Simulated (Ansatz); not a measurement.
# BaNi2P2 (I4/mmm): phonon-mediated transition temperature, part 2 of 2

What Tc do the phonons of BaNi2P2 (I4/mmm) give, and how does it depend on μ*? The cell shown first is a relaxed one, from steps not shown here.

Ansatz 0.2.0; DFT PBEsol, scalar-relativistic, plane waves, PAW.

So far, highest frequency, solved or plainly interpolated (cm⁻¹): step 2 (coupling and resistivity: q 3×3×3, k 9×9×9, scattering …) 343.

## (3) Resistivity: q 4×4×4, k 12×12×12, scattering 20×20×20

The next rung changes the q mesh, which sets the reach of the force constants and couplings; the k mesh of the density and its response; the scattering mesh, which samples the Fermi surface.

Input file input.yaml:

```yaml
crystal:
  lattice:
    - [-1.9287590259, 1.9287590259, 5.9306970377]
    - [1.9287590259, -1.9287590259, 5.9306970377]
    - [1.9287590259, 1.9287590259, -5.9306970377]
  atoms:
    - { symbol: Ba, position: [0.0, 0.0, 0.0] }
    - { symbol: Ni, position: [0.75, 0.25, 0.5] }
    - { symbol: Ni, position: [0.25, 0.75, 0.5] }
    - { symbol: P, position: [0.6568529505, 0.6568529505, 0.0] }
    - { symbol: P, position: [0.3431470495, 0.3431470495, 0.0] }
kpoints:
  mp_grid: { grid: [12, 12, 12] }
hamiltonian:
  xc: pbesol
scf:
  occupations: { method: methfessel_paxton, width: 0.2 }
output:
  eigenvalues: true
phonons:
  method: dfpt
  qmesh: [4, 4, 4]
  temperatures: { t_max: 1000, t_step: 50 }
  qpath:
    path:
      - [0.0, 0.0, 0.0]
      - [0.0, 0.0, 0.5]
      - [0.25, 0.25, 0.25]
      - [0.0, 0.5, 0.0]
      - [0.0, 0.0, 0.0]
      - [0.5, 0.5, -0.5]
    npoints: 6
  electrical_resistivity:
    mesh: [20, 20, 20]
    temperatures: [20.0, 50.0, 80.0, 100.0, 150.0, 200.0, 273.0, 300.0, 400.0, 500.0, 600.0, 800.0]
  superconductivity: { mesh: [20, 20, 20] }
```

Run with:

```bash
ansatz run input.yaml --threads 16 --pin off --max-ram 61440MiB --backend cuda --events-out ev --progress --plain --runs-dir out
```

Numbers of over 12 decimals in the logs are rounded to 6 here.

Log:

```text
[...]
Crystal: 5 atoms, lattice volume = 88.251 Å³
Basis set: ecut = 420 eV, 1719 PW (Γ), exchange–correlation on 90×90×90 points (8 copies of the dense FFT grid, shifted against one another)
Bands: 34, of which v1, the nominal top of the filled ones, is band 28 counted from 1 (27 counted from 0)
Symmetry: 16 space group operations
k-points: 163 of 1728
[...]
SCF iter   1: F=—  HF=-18956.938755 eV  |F-HF|=—  |Δ(HF+E_count)|=         —  Δρ=1.20e-2  dr2=7.29e-2  ethr=1.77e-3  ⟨swp⟩=8.0  Hψ=27452  notcnv=0
[...]
SCF iter   2: F=—  HF=-18956.927159 eV  |F-HF|=—  |Δ(HF+E_count)|=   1.16e-2  S|Δr|=    0.00e0  Δρ=2.43e-3  dr2=4.40e-3  ethr=1.30e-4  ⟨swp⟩=2.0  Hψ=11297  notcnv=0
[...]
SCF iter  11: F=-18956.926261 eV  HF=-18956.926261 eV  |F-HF|=0.00e0  |Δ(HF+E_count)|=  2.55e-11  S|Δr|=    0.00e0  Δρ=6.62e-8  dr2=7.22e-12  ethr=1.00e-12  ⟨swp⟩=11.6  Hψ=47696  notcnv=0
SCF 1 converged in 11 iterations: F = -18956.926261 eV  dr2 = 7.22e-12
[...]
SCF iter   1: F=—  HF=-18956.926085 eV  |F-HF|=—  |Δ(HF+E_count)|=         —  Δρ=1.23e-7  dr2=1.33e-11  ethr=3.40e-8  ⟨swp⟩=5.0  Hψ=50855  notcnv=0
[...]
SCF 2 converged in 3 iterations: F = -18956.926261 eV  dr2 = 5.08e-12
[...]
SCF 3 converged in 11 iterations: F = -18956.926261 eV  dr2 = 7.25e-12
[...]
SCF converged after 11 iterations
[...]
vibrations of 64 cells: unjudged by the run; compare a larger repeat
[...]
--- Superconductivity: potentials and phonons of a 4×4×4 supercell ---
           mesh         λ    ħω_log (meV)  μ* declared at (meV)
       20×20×20    0.6205          15.692               21.271
       10×10×10    0.6017          15.762               21.342
          5×5×5    0.6259          16.059               21.785
  λ by the species' shares of the modes' patterns: Ba 0.1478, Ni 0.2847, P 0.1881
[...]
0.08      5.563         5.772         5.246         5.248         5.477         5.475          5.475
      0.10      4.600         4.756         4.222         4.224         4.452         4.451          4.450
      0.12      3.718         3.832         3.324         3.326         3.550         3.549          3.549
      0.13      3.308         3.406         2.923         2.924         3.145         3.144          3.144
      0.14      2.922         3.004         2.553         2.553         2.771         2.770          2.770
      0.16      2.221         2.279         1.905         1.904         2.111         2.109          2.110
      0.20      1.124         1.149         0.954         0.950         1.124         1.121          1.122
[...]
vibrations of 64 cells: unjudged by the run; compare a larger repeat
[...]
```

The job ended after 5.4 min (1 × NVIDIA GB200 with 16 threads of Arm Neoverse V2, shared host; peak memory 18 GiB; 37 min of CPU time).

This step gave:

| Quantity | Value |
| --- | --- |
| zero-point energy | 0.1822 eV/cell |
| highest frequency, solved or plainly interpolated | 342.1 cm⁻¹ |
| mean sound speed | 3.053 km/s |
| Debye temperature elastic | 349 K |
| resistivity at 300 K | 33.44 μΩ cm, mean of the axes |
| coupling constant λ | 0.6205 |
| density of states at the Fermi level | 1.776 states/eV a spin and cell |
| log mean phonon energy ħω_log | 15.69 meV |
| transport coupling constant λ_tr | 0.7066, 0.7066, 0.6496 (xx, yy, zz) |
| Drude plasma energy | 5.573, 5.573, 3.82 eV (xx, yy, zz) |
| resistivity times mean free path | 7.95, 7.95, 18.55 × 10⁻¹⁶ Ω m² (xx, yy, zz) |
| second-moment phonon energy ħω₂ | 21.27 meV |

Transition temperatures:

```tsv
μ*	McMillan Tc (K)	Allen–Dynes Tc (K)	isotropic Fermi-surface Tc (K)	isotropic full bandwidth Tc (K)	anisotropic Fermi-surface Tc (K)	anisotropic full bandwidth Tc (K)	anisotropic narrow window Tc (K)
0.08	5.56	5.77	5.25	5.25	5.48	5.47	5.47
0.1	4.6	4.76	4.22	4.22	4.45	4.45	4.45
0.12	3.72	3.83	3.32	3.33	3.55	3.55	3.55
0.13	3.31	3.41	2.92	2.92	3.15	3.14	3.14
0.14	2.92	3	2.55	2.55	2.77	2.77	2.77
0.16	2.22	2.28	1.91	1.9	2.11	2.11	2.11
0.2	1.12	1.15	0.954	0.95	1.12	1.12	1.12
```

The Eliashberg function α²F has structure finer than the step of the table below, so its rows give means over 2 meV, whole bins alone (the curve runs from 0.166 to 42.3 meV). Peaks (meV: height): α²F 9.8: 0.379, 14.1: 0.475, 14.7: 0.479, 22.7: 0.234, 37.3: 0.568, 40.3: 0.551, 41.6: 0.676; α²F tr 9.8: 0.447, 14.1: 0.506, 15.1: 0.542, 15.7: 0.518, 37.3: 0.683, 40.3: 0.544, 41.6: 0.659.

Eliashberg function α²F against phonon energy; means over each step:

```tsv
phonon energy (meV)	α²F	α²F tr
2	8.5e-4	4.0e-4
4	0.00424	0.00325
6	0.0150	0.0132
8	0.0799	0.0849
10	0.268	0.329
12	0.211	0.246
14	0.438	0.473
16	0.317	0.346
18	0.139	0.150
20	0.0476	0.0616
22	0.0972	0.108
24	0.0221	0.0224
26	0	0
28	0	0
30	0	0
32	0	0
34	0	0
36	0.246	0.329
38	0.256	0.287
40	0.309	0.296
```

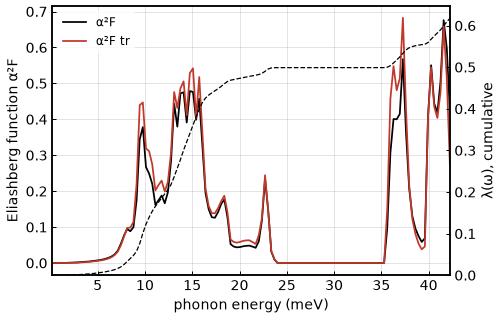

Eliashberg function α²F against phonon energy. The dashed line is the running λ.

The Eliashberg function α²F has structure finer than the step of the table below, so its rows give means over 2.5 meV, whole bins alone (the curve runs from 0.166 to 42.3 meV). Peaks (meV: height): α²F 14.75: 0.479, 37.28: 0.568, 40.27: 0.551, 41.59: 0.676; Ba 9.78: 0.272, 14.75: 0.0805; Ni 13.09: 0.292, 14.08: 0.312, 15.08: 0.293, 22.70: 0.227; P 15.08: 0.117, 37.28: 0.411, 40.27: 0.470, 41.59: 0.546.

Eliashberg function α²F against phonon energy; means over each step:

```tsv
phonon energy (meV)	α²F	Ba	Ni	P
2.5	0.00148	6.7e-4	5.1e-4	2.7e-4
5.0	0.00800	0.00416	0.00250	0.00134
7.5	0.0573	0.0404	0.0112	0.00578
10.0	0.245	0.152	0.0648	0.0279
12.5	0.275	0.0449	0.169	0.0608
15.0	0.427	0.0560	0.266	0.105
17.5	0.156	0.00904	0.102	0.0448
20.0	0.0518	6.0e-4	0.0424	0.00884
22.5	0.0902	3.5e-4	0.0860	0.00380
25.0	5.3e-4	0	5.3e-4	0
27.5	0	0	0	0
30.0	0	0	0	0
32.5	0	0	0	0
35.0	0.0748	0	0.0275	0.0472
37.5	0.319	3.9e-4	0.0824	0.236
40.0	0.301	4.3e-4	0.0492	0.252
```

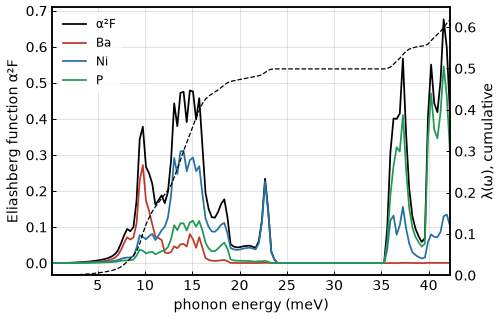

Eliashberg function α²F against phonon energy. The dashed line is the running λ.

Anisotropic full-bandwidth solution, weighted at the Fermi level. Gaps:

```tsv
mu*	T (K)	mean gap (meV)	5 % (meV)	95 % (meV)	mean Z
0.1	1.11	0.672	0.526	0.798	1.61
0.1	2.23	0.642	0.502	0.762	1.61
0.1	3.34	0.52	0.405	0.616	1.61
0.1	4.01	0.352	0.274	0.418	1.62
0.13	0.786	0.468	0.352	0.564	1.61
0.13	1.57	0.446	0.336	0.537	1.62
0.13	2.36	0.36	0.27	0.435	1.62
0.13	2.83	0.244	0.183	0.295	1.62
0.16	0.527	0.309	0.222	0.38	1.62
0.16	1.05	0.294	0.211	0.363	1.62
0.16	1.58	0.237	0.17	0.293	1.62
0.16	1.9	0.16	0.114	0.199	1.62
```

dTc/da2F against phonon energy:

```tsv
phonon energy (meV)	dTc/da2F (K/meV)
5	4.44
10	3.11
15	2.35
20	1.86
25	1.53
30	1.29
35	1.10
40	0.960
```

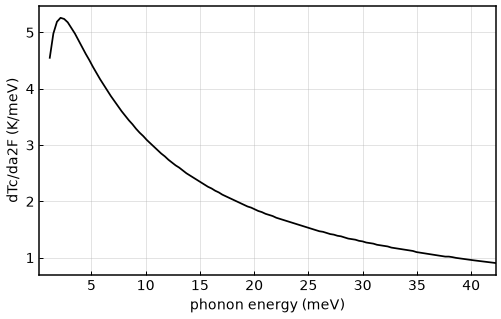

dTc/da2F, plotted against phonon energy.

The share of the Fermi-level states by lambda of a state:

```tsv
lambda of a state	share of the Fermi-level states
0.470	0.0243
0.487	0.0387
0.505	0.0458
0.522	0.062
0.540	0.0669
0.557	0.0585
0.575	0.032
0.592	0.0598
0.610	0.0805
0.627	0.0682
0.644	0.118
0.662	0.0728
0.679	0.0571
0.697	0.0634
0.714	0.0462
0.732	0.0331
0.749	0.0275
0.767	0.0198
0.784	0.0023
0.802	0.0081
0.819	0.006
0.837	0.0046
0.854	0.0018
0.872	0.0022
```

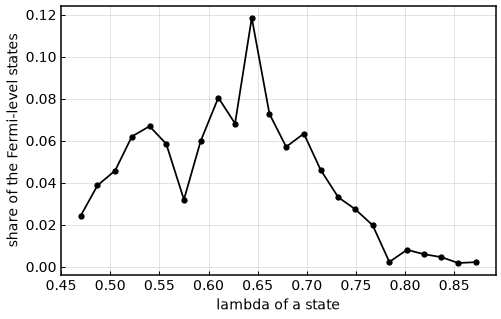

Share of the Fermi-level states against lambda of a state.

## (4) What came out

```
meshes                                 : q 4×4×4, k 12×12×12, scattering 20×20×20
coupling constant λ                    : 0.621
log mean phonon energy ħω_log          : 15.7 meV
Allen–Dynes Tc at μ* = 0.1             : 4.76 K
Allen–Dynes Tc at μ* = 0.13            : 3.41 K
anisotropic Eliashberg Tc at μ* = 0.1  : 4.45 K
anisotropic Eliashberg Tc at μ* = 0.13 : 3.14 K
```

What this shows: In the last run (PBEsol, q 4×4×4, k 12×12×12, scattering 20×20×20), with λ = 0.62 and ħω_log = 15.7 meV, Tc at μ* = 0.13 is 3.3 K by McMillan's formula, 3.4 K by Allen and Dynes's and 3.1 K by the anisotropic Eliashberg equations. Allen and Dynes's formula meets the measured 3 K at μ* near 0.14. Raising μ* from 0.10 to 0.16 lowers the Allen–Dynes value from 4.8 to 2.3 K. The mean gap at a quarter of Tc gives 2Δ/k_B Tc = 3.46, against 3.53 in weak-coupling theory. The gap spreads from 0.35 to 0.56 meV over nine tenths of the Fermi surface. By the run's own test λ is not converged in the fine mesh: it moves by 3 % between the two finest. The run's transport test calls it not converged in the mesh; ρ(300 K) moves by 4 % in the component that moves most. λ of these runs moves by 3 to 4 % between their two finest meshes, and Tc by more, so small gaps between the runs or to the measured value rank nothing. The runs are not spin-polarised; where the real material orders magnetically, these values do not describe it. Over the runs, λ takes the values 0.605 and 0.621, in the order shown. μ* is a typed number, phonons are harmonic, and spin fluctuations are left out; at μ* = 0.13 McMillan's formula turns 1 % in λ into about 3.5 % in Tc.

Comparison with the measured values:

```
                                                   quantity  measured  Allen–Dynes, PBEsol, q 3×3×3, fine 16×16×16  Eliashberg, PBEsol, q 3×3×3, fine 16×16×16  Allen–Dynes, PBEsol, q 4×4×4, fine 20×20×20  Eliashberg, PBEsol, q 4×4×4, fine 20×20×20
superconducting transition temperature (μ* = 0.13) (kelvin)         3                                3.12 (+4.0 %)                               2.87 (-4.3 %)                               3.41 (+13.7 %)                               3.14 (+4.7 %)
```

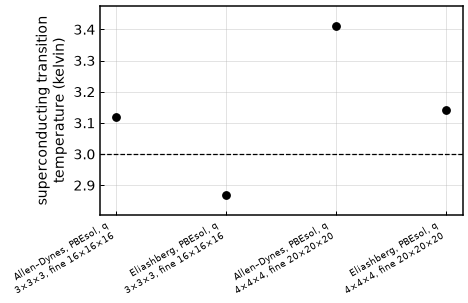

The superconducting transition temperature by level; the dashed line is the measured value.

Measured values from arxiv:1112.1864 (2011).

Verdict: For the superconducting transition temperature, of the levels listed nearest comes Allen–Dynes, PBEsol, q 3×3×3, fine 16×16×16 (+4.0 %) and farthest Allen–Dynes, PBEsol, q 4×4×4, fine 20×20×20 (+13.7 %). The magnetic state of these runs (no moments) need not be that of the sample, so the match is not graded. Limits of convergence are named above.

[Logs are printed without paths, hosts, clocks, repeated set-up lines and the standing remarks that a program may print on its own settings, such as how far it seeks lower states.]

[Hosts, paths, dates, database ids (printed as entryN), source tags and the programs' standing remarks are cut or masked in the printed files.]
